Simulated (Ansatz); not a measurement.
**GaH5S: density, localisation and related maps**

Input

```
crystal:
  periodic: [false, false, false]
  atoms:
    - {symbol: Ga, position_ang: [-0.795948, -0.342870, -0.292323]}
    - {symbol: H, position_ang: [0.426160, 0.210522, -1.379207]}
    - {symbol: H, position_ang: [-0.995751, -1.864260, -0.530838]}
    - {symbol: H, position_ang: [-1.778025, 0.821529, 0.012701]}
    - {symbol: H, position_ang: [1.007436, 0.148164, -0.425611]}
    - {symbol: S, position_ang: [1.180560, -0.134529, 1.171953]}
    - {symbol: H, position_ang: [0.955669, 1.161443, 1.443225]}
basis:
  gaussian: {orbitals: def2-TZVPP}
hamiltonian: {xc: pbe0, dispersion: d4}
output: {orbitals: {seedname: orbitals}}
```

Launched as:

```sh
ansatz run in.yaml --threads 2 --pin off --events-out ev --progress --plain --max-ram 4352MiB
```

A transition-state structure; geometry: PBE0-D4/def2-TZVP.

Method: RKS PBE0-D4/def2-TZVPP in Ansatz 0.2.0.

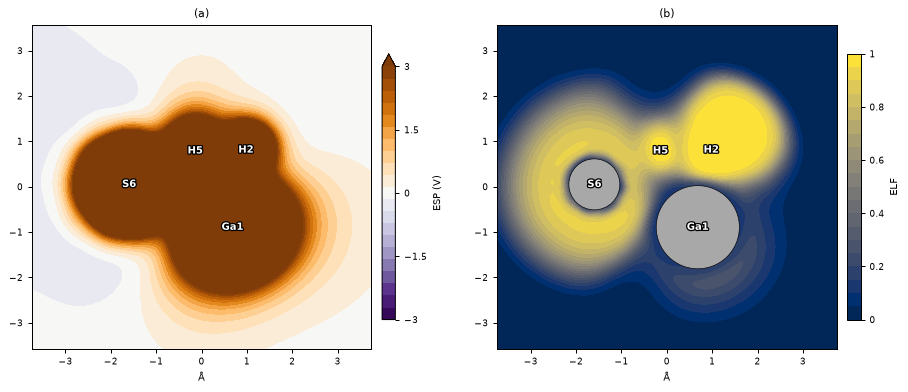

Figure 1. (a) molecular electrostatic potential; (b) ELF on the plane of atoms H2, Ga1 and H5. Grey discs cover the atomic cores in the ELF map.

> Interpret the plot.

Atoms in the plane: Ga, H and S. Ga–S (2.47 Å): the ELF peaks at about 0.85 in the valence shell of S, 0.9 Å from its nucleus, and is about 0.60 at the midpoint. The ELF also peaks beside S6, away from the bonds: lone-pair regions. Outside the dense part of the molecule the potential is most negative (−0.3 V) near S6.

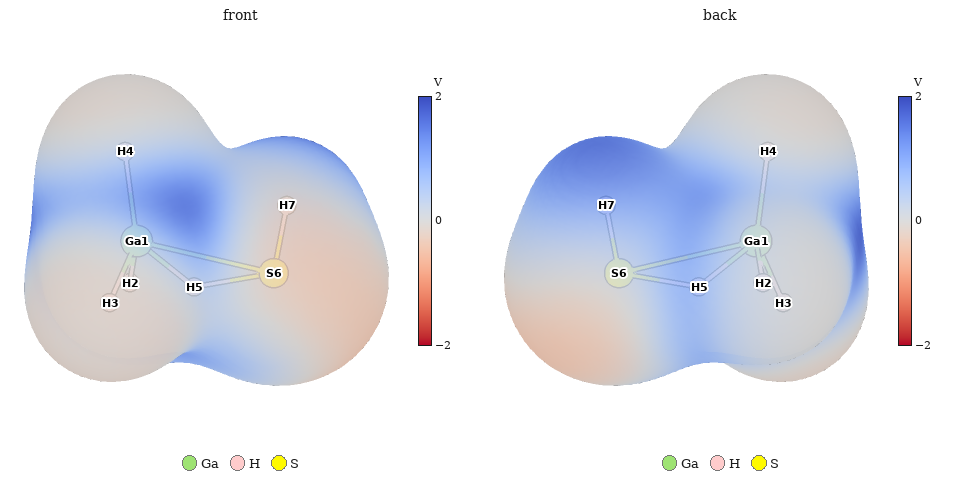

Figure 2. The molecular electrostatic potential painted on the density surface at 0.002 e/bohr³, seen from the front and from behind; red is negative and blue positive.

> Which sites attract a positive test charge, and which a negative one?

A positive charge is drawn to the negative regions and a negative charge to the positive ones. The most negative region (about −0.4 V) lies over S6, the most positive (about +1.6 V) over Ga1 and H7.

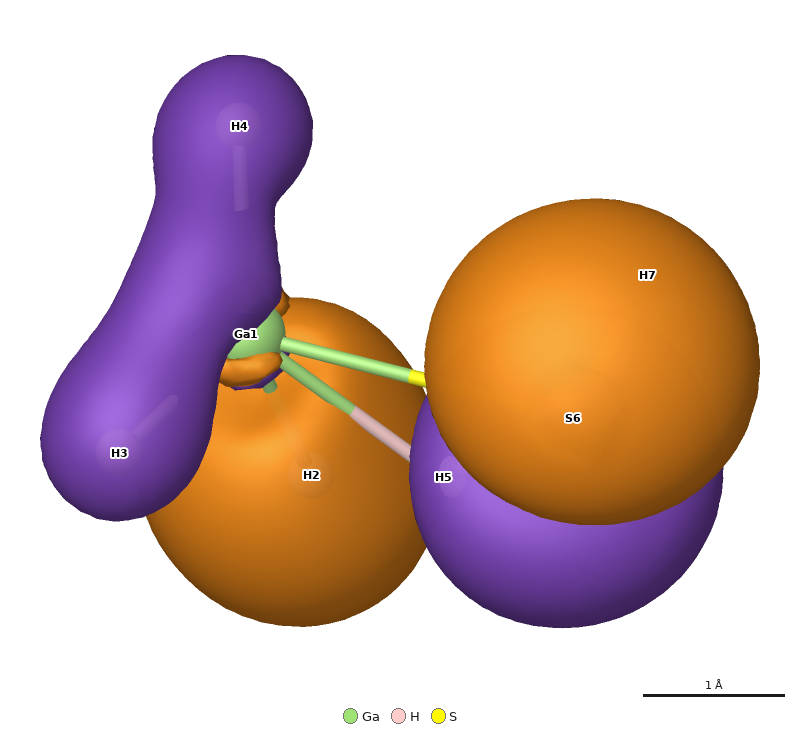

Figure 3. The HOMO at ±0.1 Å⁻³ᐟ² (orange and purple are the two phases), seen across its widest extent.

> Where does this orbital lie, and at what energy?

By Hirshfeld shares it lies mainly on S6 (about 50 %), H2 (about 20 %), Ga1 (about 15 %) and H5 (about 5 %). Its energy is −7.59 eV.

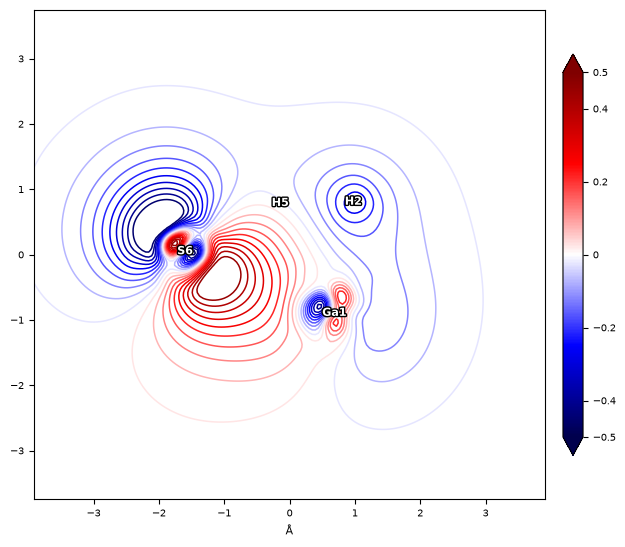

Figure 4. The HOMO−1 on the plane of atoms H2, Ga1 and H5 (values in Å⁻³ᐟ²; the overall sign is arbitrary).

> Describe this orbital and give its energy.

It lies mainly on S6 (about 70 %) and Ga1 (about 15 %). Its energy is −8.38 eV.
